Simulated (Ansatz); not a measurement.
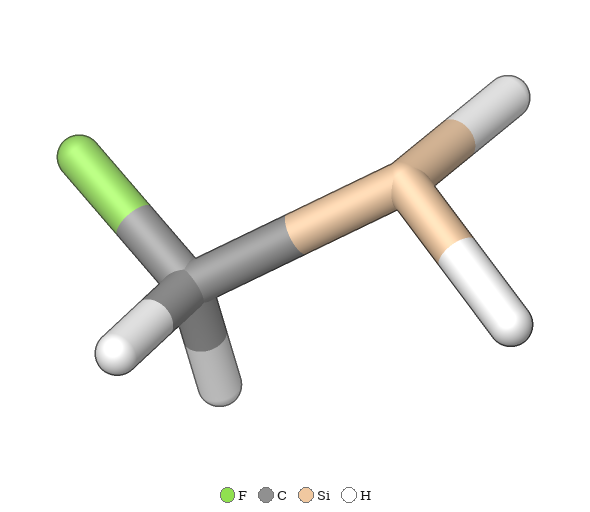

Stick drawing of a structure.

Charge 0, doublet. The computed structure is the end point of a PBE0-D4/def2-TZVP optimisation. No frequency run is at hand to confirm it as a minimum.

Identify the structure.

The molecule is CH4FSi. Its SMILES string is `FC[SiH2]`. It has no ring. Among its groups: C–F bond, Si–H bond. The point group is C1. It is an open-shell species. Coordination: 1 C tetrahedral; 1 Si trigonal pyramidal.

More results for the same structure follow; atom numbers are the same in all pictures, views and colours differ.

### Charges

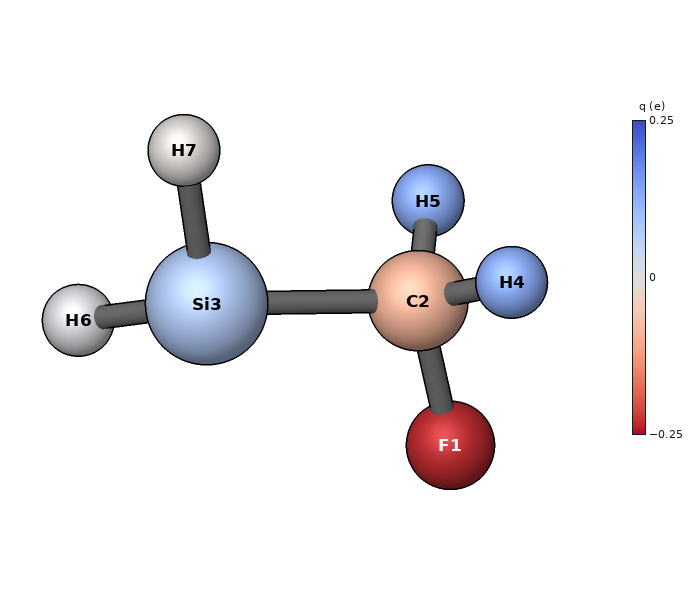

Atoms are coloured by their Mulliken charges. No frequency run is at hand to confirm it as a minimum. Properties computed with UKS PBE0-D4/def2-TZVP (Ansatz 0.2.0).

Give the Mulliken charges atom by atom.

```json
{"atom": "F1", "value (e)": "−0.23"}
{"atom": "C2", "value (e)": "−0.08"}
{"atom": "Si3", "value (e)": "0.07"}
{"atom": "H4", "value (e)": "0.12"}
{"atom": "H5", "value (e)": "0.12"}
{"atom": "H6", "value (e)": "0.01"}
{"atom": "H7", "value (e)": "0.00"}
```

### Dipole moment

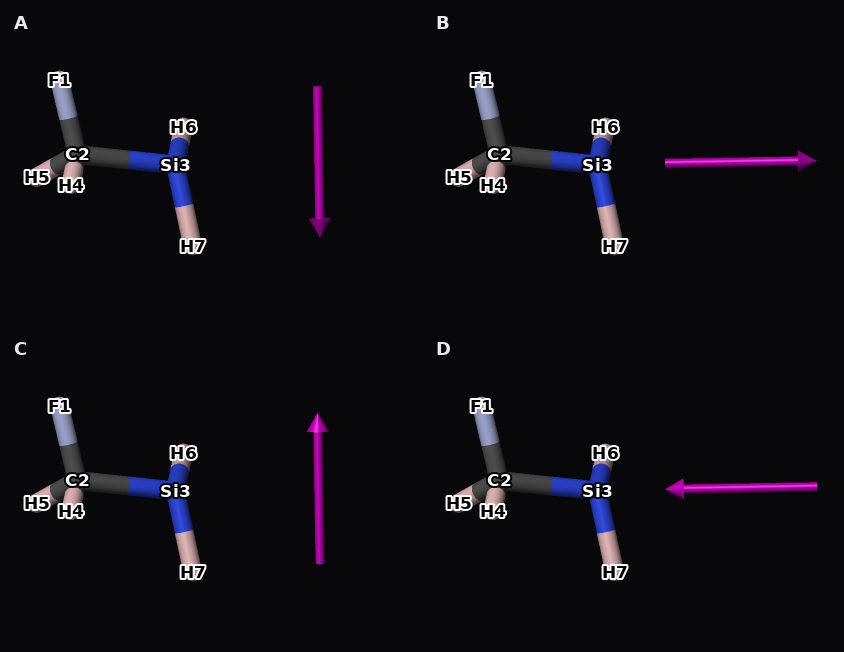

The same molecule four times, each with an arrow. No frequency run is at hand to confirm it as a minimum. Level of theory: UKS PBE0-D4/def2-TZVP (Ansatz 0.2.0).

Which arrow points along the dipole moment, from the negative to the positive end?

Answer. A. The dipole moment is 1.54 D; it points from the side of F1 to the side of H7 (the outermost atoms at the two ends).

### Electronic properties

No frequency run is at hand to confirm it as a minimum. Properties computed with UKS r2SCAN-D4/def2-TZVPP (Ansatz 0.2.0).

Computed properties:

- ⟨S²⟩ of the determinant: 0.755
- dispersion correction: −2.3 kJ/mol

Mulliken values depend strongly on the basis set and can even reverse the polarity of a bond.
